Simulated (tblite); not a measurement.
## Frequency calculation of C$_{4}$H$_{9}$F$_{3}$Si$_{2}$

System: C$_{4}$H$_{9}$F$_{3}$Si$_{2}$, SMILES C[Si@H]1C[Si@@H](C(F)(F)F)C1.
Method: GFN2-xTB harmonic vibrations, gas phase (tblite 0.8.0).

It belongs to a series of runs on one base structure; here: constitutional isomer.

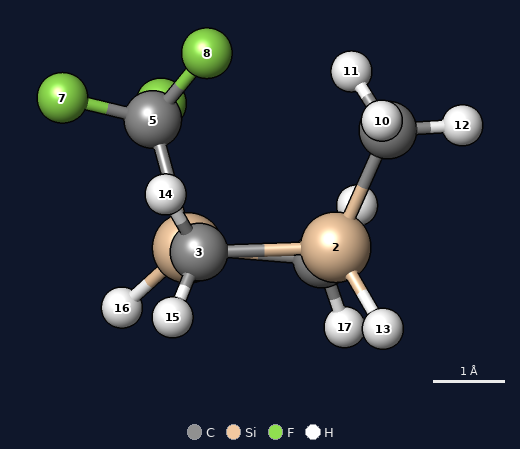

*The structure (ball-and-stick view, seen at a tilt; atoms are numbered from 1 in the order of the input).*

Bond lengths as drawn: C–F 1.35 Å, C–H 1.09 Å, C–Si 1.89 to 1.95 Å and H–Si 1.46 to 1.47 Å.

## Summary

- outcome: converged
- total energy: −837.3493 eV
- zero-point energy: 75.1520 kcal/mol
- hardware: 1 CPU thread, shared host
- wall time: 0.93 s
- peak memory: 0.18 GiB

## Input
```
{"job": {"kind": "ir", "xc": "GFN2-xTB", "basis": "xTB"}, "charge": 0, "multiplicity": 1}
C     -1.990785     1.227910     0.707788
Si    -1.443282    -0.097588    -0.527507
C      0.135563     0.386897    -1.537136
Si     1.189836    -0.875411    -0.573037
C      2.227551     0.097812     0.756104
F      2.806189    -0.711317     1.668280
F      3.230543     0.820716     0.214880
F      1.480680     0.975037     1.462009
C     -0.395048    -1.516631     0.270041
H     -2.402914     2.093485     0.198831
H     -1.151451     1.563429     1.309804
H     -2.752868     0.848094     1.380910
H     -2.547249    -0.584675    -1.364415
H      0.447438     1.424740    -1.462274
H      0.057235     0.159913    -2.595590
H      2.166138    -1.754514    -1.212374
H     -0.686423    -2.507444    -0.063915
H     -0.379914    -1.544136     1.355942
```

The first line tells a small driver script what to run in tblite; the rest is the geometry in Å.

Launch command:
```bash
OMP_NUM_THREADS=1 python <driver script> task.json out
```

## The program's output
```
mode    cm-1     km/mol
  1      21.9      0.03
  2      55.7      1.84
  3      93.1      1.95
  4     111.7      1.83
  5     132.8      0.05
  6     166.3      1.19
  7     202.2      2.32
  8     212.6      0.49
  9     236.0      2.17
 10     348.2     44.61
 11     395.8     15.43
 12     457.9      6.82
 13     459.6      6.14
 14     497.1     21.98
 15     548.3     44.86
 16     587.0     30.37
 17     612.2     12.68
 18     622.5    128.98
 19     644.0     22.60
 20     654.2     17.99
 21     654.4     25.05
 22     708.1    182.51
 23     747.3     97.77
 24     760.4    125.19
 25     806.1    161.84
 26     829.4    240.83
 27     837.6     96.47
 28     906.9      0.83
 29     953.2      5.40
 30    1018.7    233.16
 31    1019.6    212.78
 32    1077.4    111.10
 33    1083.5      1.40
 34    1145.8     70.67
 35    1366.7     19.11
 36    1450.0     15.64
 37    1452.7      0.40
 38    1469.7      0.27
 39    1475.3      0.41
 40    2211.6    392.50
 41    2290.0    346.12
 42    3019.9      1.99
 43    3022.1     24.47
 44    3031.5     13.70
 45    3032.4     19.27
 46    3044.9      6.77
 47    3046.9     28.90
 48    3048.2     14.92
```

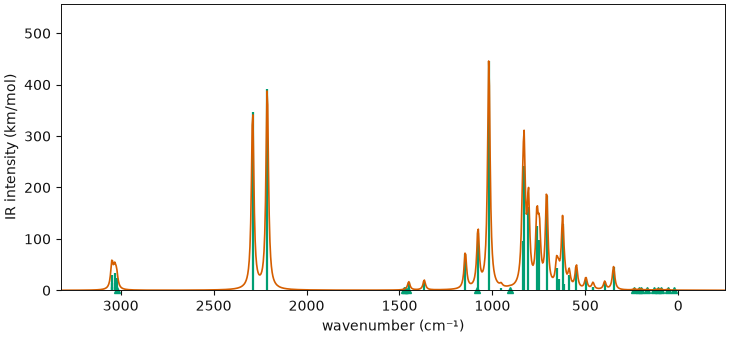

*Harmonic infrared spectrum, unscaled: sticks (degenerate modes added up, dark ones marked on the axis) with a Lorentzian envelope of 16 cm⁻¹ full width, scaled to the tallest stick.*

48 modes from 22 to 3048 cm⁻¹, none imaginary. The strongest line is at 1019 cm⁻¹ (446 km/mol).
